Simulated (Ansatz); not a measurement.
Reaction (SMILES): F atom → [F-] (an electron is taken up)
B3LYP-D3(BJ)/def2-TZVP geometries, fixed; electronic energies without zero-point terms; positive where energy is released.
Largest species:
```xyz
1

F      0.0000     0.0000     0.0000
```
Charge 0, spin multiplicity 2.

Basis-set convergence of the adiabatic electron affinity at MP2 with Ansatz (a first-principles code). Cartesian d functions, on some or all atoms, in 6-31G**, 6-31+G*; all else is spherical. Cores are frozen. Open shells are unrestricted. No added dispersion term, no relativity. Functions are those of the species that has most. Reference: Hartree-Fock in aug-cc-pV5Z plus the correlation part extrapolated as X^-3 from aug-cc-pVQZ and aug-cc-pV5Z, 3.778 eV, itself unsure by roughly 0.014 eV (a third of the extrapolation step and of the last Hartree-Fock step). Deviations are taken from unrounded values.

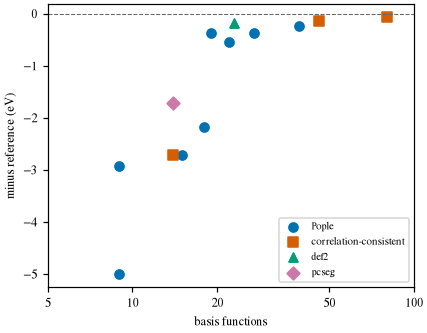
*Deviation from the reference against the number of basis functions, by family of sets.*

```json
[
 {"basis": "3-21G", "functions": "9", "adiabatic electron affinity (eV)": "-1.225", "minus reference (eV)": "-5.003"},
 {"basis": "6-31G", "functions": "9", "adiabatic electron affinity (eV)": "0.860", "minus reference (eV)": "-2.918"},
 {"basis": "cc-pVDZ", "functions": "14", "adiabatic electron affinity (eV)": "1.054", "minus reference (eV)": "-2.724"},
 {"basis": "pcseg-1", "functions": "14", "adiabatic electron affinity (eV)": "2.054", "minus reference (eV)": "-1.724"},
 {"basis": "6-31G**", "functions": "15", "adiabatic electron affinity (eV)": "1.070", "minus reference (eV)": "-2.708"},
 {"basis": "6-311G**", "functions": "18", "adiabatic electron affinity (eV)": "1.608", "minus reference (eV)": "-2.170"},
 {"basis": "6-31+G*", "functions": "19", "adiabatic electron affinity (eV)": "3.402", "minus reference (eV)": "-0.376"},
 {"basis": "6-311+G**", "functions": "22", "adiabatic electron affinity (eV)": "3.241", "minus reference (eV)": "-0.537"},
 {"basis": "def2-SVPD", "functions": "23", "adiabatic electron affinity (eV)": "3.598", "minus reference (eV)": "-0.180"},
 {"basis": "6-311++G(2d,2p)", "functions": "27", "adiabatic electron affinity (eV)": "3.408", "minus reference (eV)": "-0.371"},
 {"basis": "6-311++G(3df,3pd)", "functions": "39", "adiabatic electron affinity (eV)": "3.538", "minus reference (eV)": "-0.240"},
 {"basis": "aug-cc-pVTZ", "functions": "46", "adiabatic electron affinity (eV)": "3.640", "minus reference (eV)": "-0.138"},
 {"basis": "aug-cc-pVQZ", "functions": "80", "adiabatic electron affinity (eV)": "3.712", "minus reference (eV)": "-0.066"}
]
```
